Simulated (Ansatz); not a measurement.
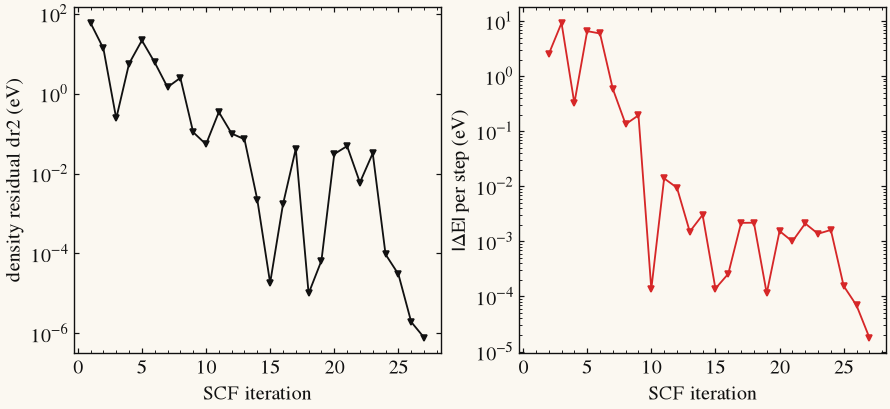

The plot shows the SCF iterations of a calculation: density residual dr2, step-to-step change of the Harris–Foulkes energy.

YbC (2 atoms in the cell), run with Ansatz.

```
crystal:
  lattice:
    - [3.430174887824, 0.0, 0.0]
    - [-1.715087443912, 2.970618592279, 0.0]
    - [0.0, 0.0, 3.0984987651]
  atoms:
    - { symbol: Yb, position: [-3.700743415525e-17, 0.0, 0.0], spin: 1.0, spin_axis: [0, 0, 1] }
    - { symbol: C, position: [0.6666666666667, 0.3333333333333, 0.5] }
basis:
  ecutwfc: 420
  ecutrho_ratio: 4
kpoints:
  mp_grid: { grid: [12, 12, 10] }
hamiltonian:
  xc: pbe
  pseudopotentials: { kind: paw_fr }
scf:
  occupations: { method: gaussian, width: 0.05 }
  convergence: { dr2_threshold: 1.0e-06 }
output:
  forces: true
  stress: true
  write_density: true
  write_potential: true
  elf: true
  volumetric_format: npy
magnetization:
  noncollinear: true
  spin_orbit: true
```

Launched with:
```bash
ansatz run input.yaml --threads 2 --pin off --max-ram 2662MiB --backend cpu --events-out ev --progress --plain --runs-dir out
```

### Did the calculation converge?

It was still iterating, at step 27, when the time limit ended it. The residual goes from 60 at the first step to 8 × 10⁻⁷ at the last. The program keeps the magnetisation out of the quasi-Newton mixer until iteration 15 and then restarts the mixer with it.
